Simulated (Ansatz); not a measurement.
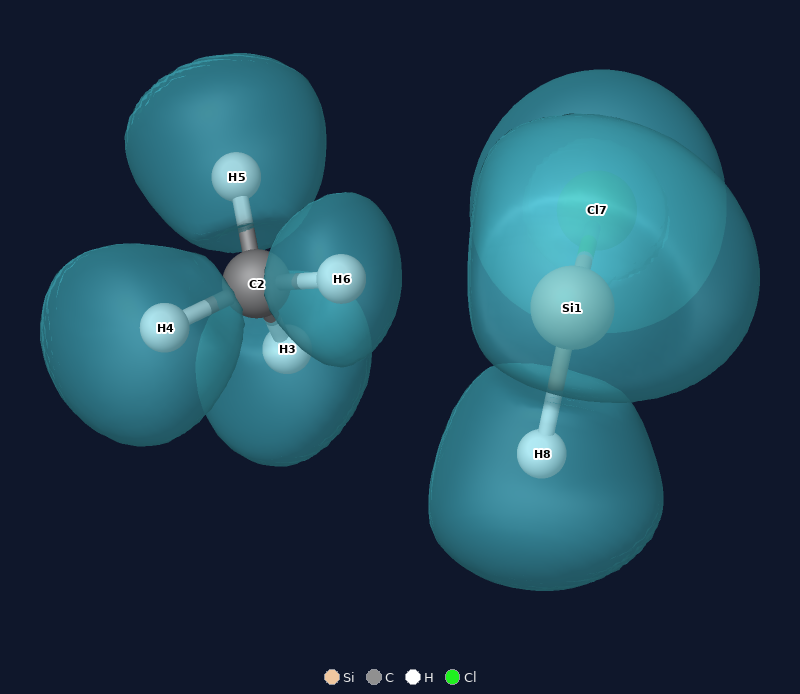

*ClHSi···CH4. Isosurface of the ELF at 0.75 (cyan), seen at a tilt. Core shells and regions of very low density are left out.*

Theory: Ansatz, RKS PBE-D4/def2-SVP.

Input

```
crystal:
  periodic: [false, false, false]
  atoms:
    - { symbol: Si, position_ang: [-0.116338, -0.030861, -0.955144] }
    - { symbol: C, position_ang: [1.395058, -0.005426, 1.719779] }
    - { symbol: H, position_ang: [0.340567, -0.333384, 1.615659] }
    - { symbol: H, position_ang: [1.904709, -0.718488, 2.395651] }
    - { symbol: H, position_ang: [1.413878, 1.015866, 2.141426] }
    - { symbol: H, position_ang: [1.927288, -0.006599, 0.746005] }
    - { symbol: Cl, position_ang: [-1.291273, 1.66423, -0.475116] }
    - { symbol: H, position_ang: [-0.98679, -1.038638, -0.14926] }
basis:
  gaussian: { orbitals: def2-SVP }
hamiltonian:
  xc: pbe
  dispersion: d4
relax:
  f_tol: 0.03
  max_steps: 50
output:
  orbitals: {}
```

Command:

```sh
ansatz run input.yaml --threads 1 --pin off --max-ram 2048MiB --backend cpu --events-out ev --progress --plain --runs-dir out
```

The fields are those of the run's last geometry, not of the input's.

**What do the ELF domains correspond to?**

The surface consists of five regions around hydrogen nuclei, one region on Cl in which the atom's valence shell and bonds are merged and one lobe on Si, pointing away from the bonds (lone pairs). Along the contacts the grid gives the following. Si1···H6 (2.27 Å): the ELF climbs to about 1 towards the hydrogen, as it does in any bond to H. Si–Cl (2.12 Å): the ELF peaks at about 0.85 between the atoms (a shared but strongly polarised pair).
